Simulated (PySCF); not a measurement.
C5H5N, SMILES C=C/C=C\C#N at its GFN2-xTB optimised geometry (Å):

```
11

C      2.1553     0.5733     0.0006
C      0.8245     0.5989     0.0000
C      0.0183    -0.5951     0.0000
C     -1.3255    -0.5951     0.0000
C     -2.0955     0.5800     0.0000
N     -2.7413     1.5293     0.0003
H      2.7021    -0.3560     0.0007
H      2.7413     1.4756     0.0005
H      0.2901     1.5400    -0.0004
H      0.5462    -1.5400    -0.0001
H     -1.8929    -1.5163    -0.0007
```

Calculation: PBE0/def2-TZVP (PySCF). Cells within 0.4 Å of a nucleus heavier than hydrogen are left out (blank, or x).

Map of the deformation density (molecule minus spherical neutral atoms) (e/bohr³) on the plane z = 0.0 Å:

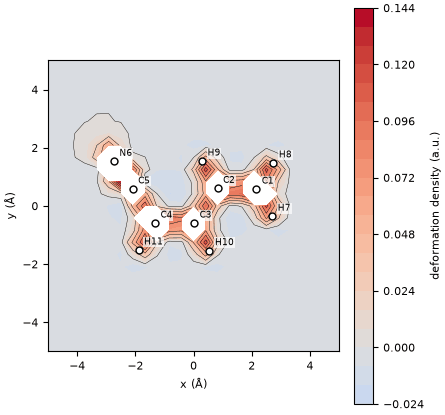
Fig. 1. Deformation density (molecule minus spherical neutral atoms) (e/bohr³) on the plane z = 0.0 Å.
